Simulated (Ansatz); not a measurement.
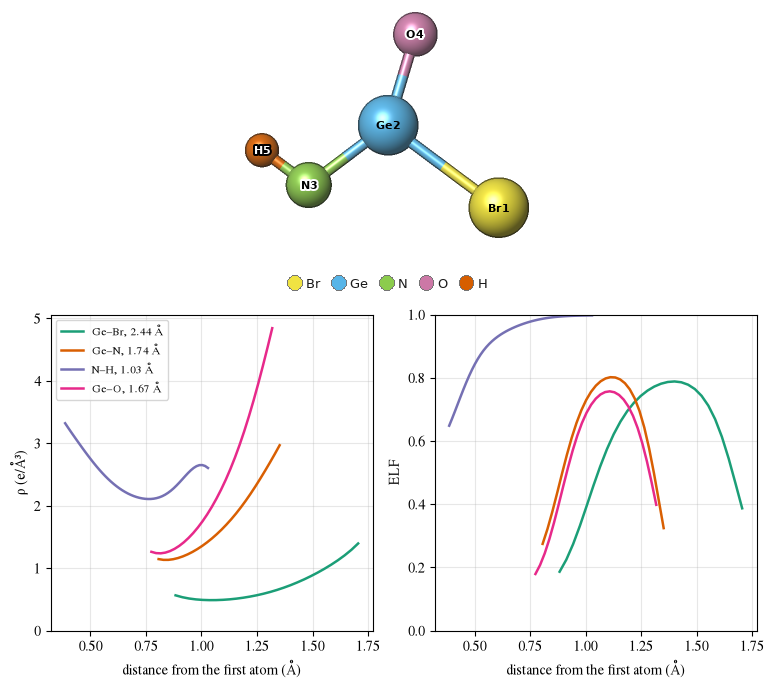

*BrGeHNO (SMILES [NH]=[Ge]([O-])[Br]) (charge −1). Electron density and ELF along straight lines between neighbouring atoms. The curves leave out the atomic cores. The structure is drawn too.*

Geometry: B3LYP-D3(BJ)/def2-SVPD.

These are results of isolated molecule in a Gaussian basis; Kohn-Sham density functional theory, functional PBE0 (Ansatz), not measurements.

```
atom    x (Å)    y (Å)    z (Å)
  Br  -3.7866  -0.7635   2.3921
  Ge  -2.2009  -0.1205   0.6575
   N  -1.4794   1.3717   1.2019
   O  -2.2020  -1.2411  -0.5865
   H  -0.8094   1.6442   0.4697
```

Compare the contacts.

Ge–Br (2.44 Å): the density is about 0.54 e/Å³ at the midpoint, with its minimum of 0.49 e/Å³ about 1.0 Å from Ge; the ELF peaks at about 0.80 in the valence shell of Br, 1.0 Å from its nucleus, and is about 0.70 at the midpoint.
Ge–N (1.74 Å): ρ at the midpoint is about 1.1 e/Å³; the ELF peaks at about 0.80 in the valence shell of N, 0.6 Å from its nucleus, and is about 0.45 at the midpoint.
N–H (1.03 Å): the density is about 2.7 e/Å³ at the midpoint; the ELF climbs to about 1 towards the hydrogen, as it does in any bond to H; a covalent bond by its length.
Ge–O (1.67 Å): ρ is about 1.2 e/Å³ halfway; the ELF peaks at about 0.75 in the valence shell of O, 0.6 Å from its nucleus, and is about 0.30 at the midpoint.
